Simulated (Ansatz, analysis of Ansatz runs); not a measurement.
# A hop of O in AlBO3 (R-3c), charge +2, part 2 of 4

Aim: the barrier of one jump in AlBO3 (R-3c) at charge +2: V_O hop (2.4 Å). The model is a cell of 80 host atoms with 1 O taken out; O is the atom that moves.

Ansatz 0.2.0; plane-wave PAW DFT, PBEsol; nudged elastic band between two relaxed defect structures at fixed charge in a uniform background.

So far. Step 3 (Relaxation of the start point, charge +2): Among the atoms that came to bonding distance: O78–B62 1.50 Å (from 2.76).

**4. Relaxation of the end point, charge +2**

Level of this step: plane-wave PAW DFT, PBEsol; relaxation of all atoms of a defect supercell at fixed charge in a uniform background (Ansatz).

The end point is relaxed in the same cell and settings, so that the two energies compare. Atoms more than 3.2 Å from the middle of the hop start where the first relaxation left them, the nearer ones on or close to their ideal places, with small random displacements.

Input file qp2.end/input.yaml:

```yaml
crystal:
  lattice:
    - [4.47530425, 2.58381811, 9.15826506]
    - [-4.47530425, 2.58381811, 9.15826506]
    - [0.0, -5.16763623, 9.15826506]
  atoms:
    - { symbol: Al, position: [0.00161749, -0.0021902, -0.00648168] }
    - { symbol: Al, position: [0.24595075, 0.24903085, 0.25377576] }
[... 18 atom lines left out ...]
    - { symbol: Al, position: [0.0, 0.5, 0.0] }
[... 4 atom lines left out ...]
    - { symbol: O, position: [0.47063163, 0.77936837, 0.125] }
[... 1 atom line left out ...]
    - { symbol: O, position: [0.375, 0.52936837, 0.22063163] }
[... 13 atom lines left out ...]
    - { symbol: Al, position: [0.75, 0.25, 0.25] }
[... 2 atom lines left out ...]
    - { symbol: O, position: [0.97063163, 0.27936837, 0.125] }
    - { symbol: O, position: [0.72063163, 0.375, 0.02936837] }
[... 15 atom lines left out ...]
    - { symbol: B, position: [0.625, 0.625, 0.125] }
[... 3 atom lines left out ...]
    - { symbol: O, position: [0.72063163, 0.875, 0.02936837] }
    - { symbol: O, position: [0.875, 0.52936837, 0.22063163] }
[... 2 atom lines left out ...]
    - { symbol: Al, position: [0.5, 0.5, 0.5] }
    - { symbol: Al, position: [0.75, 0.75, 0.75] }
[... 7 atom lines left out ...]
    - { symbol: O, position: [0.625, 0.471048, 1.278952] }
total_charge: 2
basis:
  ecutwfc: 420
  xc_grid: 2
hamiltonian:
  xc: pbesol
kpoints:
  mp_grid: { grid: [1, 1, 1], shift: [0.25, 0.25, 0.25] }
scf:
  occupations: { method: fermi_dirac, width: 0.01 }
  max_iter: 150
output:
  forces: true
relax:
  f_tol: 0.02
  max_steps: 70
  random_displacement: { amplitude: 0.01, seed: 8995 }
```

Command:

```sh
$ ansatz run input.yaml --threads 4 --pin off --max-ram 14131MiB --backend cpu --events-out ev --progress --plain --runs-dir out
```

Numbers of over 12 decimals in the logs are rounded to 6 here.

Output:

```text
[...]
Crystal: 79 atoms, lattice volume = 635.403 Å³
Basis set: ecut = 420 eV, 12439 PW (Γ), exchange–correlation on 144×144×144 points (8 copies of the dense FFT grid, shifted against one another)
Bands: 267, of which v1, the nominal top of the filled ones, is band 188 counted from 1 (187 counted from 0)
Symmetry: 1 space group operations
k-points: 1
[...]
SCF iter   1: F=—  HF=-37306.823749 eV  |F-HF|=—  |Δ(HF+E_count)|=         —  Δρ=1.64e-2  dr2=6.99e0  ethr=1.77e-3  ⟨swp⟩=6.0  Hψ=1158  notcnv=0  defer=54
[...]
SCF iter  18: F=-37304.809270 eV  HF=-37304.809273 eV  |F-HF|=2.74e-6  |Δ(HF+E_count)|=   3.15e-6  Δρ=1.31e-5  dr2=3.07e-6  ethr=2.66e-9  ⟨swp⟩=2.0  Hψ=606  notcnv=0
SCF 1 converged in 18 iterations: F = -37304.809270 eV  dr2 = 3.07e-6
[...]
max |Σ_I F_I| component: 3.49e-5 eV/Å
--- Relaxed structure (12 steps of the walk, 11 accepted, 0 SCFs on fresh bases) ---
  F+E_penalty+E_count = -37310.06774246 eV   max|allowed force component| = 1.126e-2 eV/Å
  atoms:
    - { symbol: Al, position: [0.001567, 0.003655, -0.008240] }
    - { symbol: Al, position: [0.256824, 0.247254, 0.251371] }
[...]
- { symbol: Al, position: [0.029386, 0.486661, 0.006137] }
[...]
- { symbol: O, position: [0.457175, 0.773204, 0.130765] }
[...]
- { symbol: Al, position: [0.755393, 0.246803, 0.250541] }
[...]
- { symbol: O, position: [0.969510, 0.289078, 0.122774] }
    - { symbol: O, position: [0.721608, 0.389181, 0.026082] }
    [... 15 atoms left out ...]
    - { symbol: B, position: [0.517695, 0.593882, 0.195306] }
    [... 4 atoms left out ...]
    - { symbol: O, position: [0.881287, 0.527334, 0.217027] }
    [... 2 atoms left out ...]
    - { symbol: Al, position: [0.501673, 0.499025, 0.506312] }
    - { symbol: Al, position: [0.743275, 0.768393, 0.719265] }
    [... 7 atoms left out ...]
    - { symbol: O, position: [0.628553, 0.464224, 1.281761] }
[key lines of the parts left out:]
SCF converged after 5 iterations
Free energy (F): -37310.067742 eV
Fermi energy:    9.452929 eV
```

Elapsed: 43 s, on 4 threads of Intel Xeon Platinum 8559C (Emerald Rapids), shared host; peak memory 1.4 GiB; 2.6 min of CPU time.

Relaxation path:

```csv
step,energy less that of the first step (eV),largest force component (eV/Å)
1,0.0000,3.7680
2,-2.3979,4.2117
3,-4.0157,1.8479
4,-4.3651,1.1737
5,-4.5157,0.7051
6,-4.7078,0.7910
7,-4.9580,1.3936
8,-4.9229,3.5162
9,-5.1956,0.9570
10,-5.2558,0.0778
11,-5.2581,0.0479
12,-5.2585,0.0113
```

Relaxation step 8 was tried and not accepted.

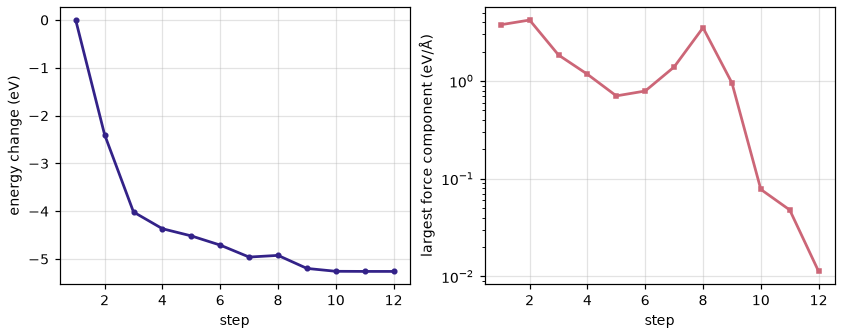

Energy and largest force along the relaxation.

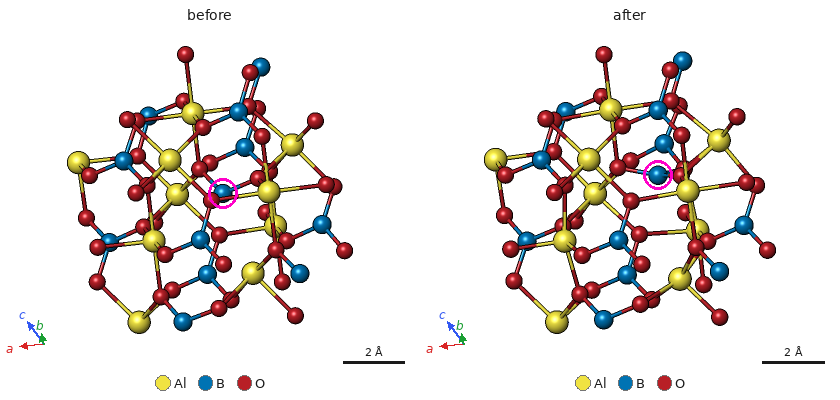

Before and after: the atoms that start within 5 Å of the centre. B62, which moves most, is ringed if it is among them.

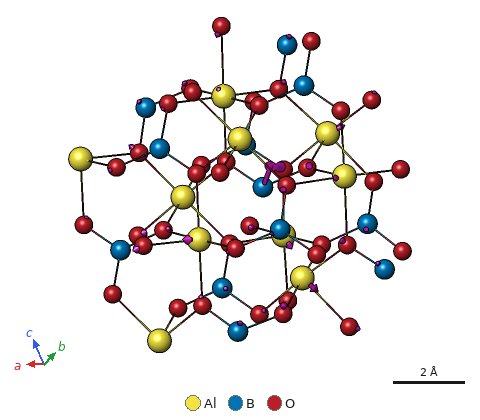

Displacements in the relaxation from the typed sites near the centre, exaggerated; the longest in the cell stands for 1.01 Å.

The atoms that moved most (Å, from the sites as typed, ahead of the random displacement):

```csv
atom,dx,dy,dz,length
B62,-0.341,-0.721,-0.624,1.013
O28,0.043,0.060,0.326,0.334
Al71,-0.113,0.189,-0.175,0.281
Al21,0.191,0.009,0.203,0.279
Al22,-0.216,-0.014,-0.009,0.216
Al60,-0.024,0.193,0.008,0.195
O75,-0.065,-0.173,-0.050,0.192
O7,0.139,0.063,0.107,0.186
```

Neighbours of O79 at the end:

```csv
atom,distance (Å)
B62,1.337
Al42,1.903
Al70,1.988
O28,2.401
O26,2.434
O45,2.627
O49,2.656
O46,2.679
O16,2.680
B4,2.693
O67,2.708
O48,2.722
```

Among the atoms that came to bonding distance: O28–B62 1.50 Å (from 2.76).

This step gave:

| Property | Result |
| --- | --- |
| free energy | -37310.0677 eV |
| r.m.s. move of the farther half of the atoms | 0.05478 Å |
| largest move from the ideal geometry of this structure, a common shift of the far atoms taken out | 1.031 Å |

The relaxation gained 5.258 eV and ended with a largest force component of 0.011 eV/Å. The end lies within 1 meV of the start.

[end of part 2 of 4]

[Logs are printed without paths, hosts, clocks, repeated set-up lines and the standing remarks that a program may print on its own settings, such as how far it seeks lower states.]

[Hosts, paths, dates, database ids (printed as entryN), source tags and the programs' standing remarks are cut or masked in the printed files.]
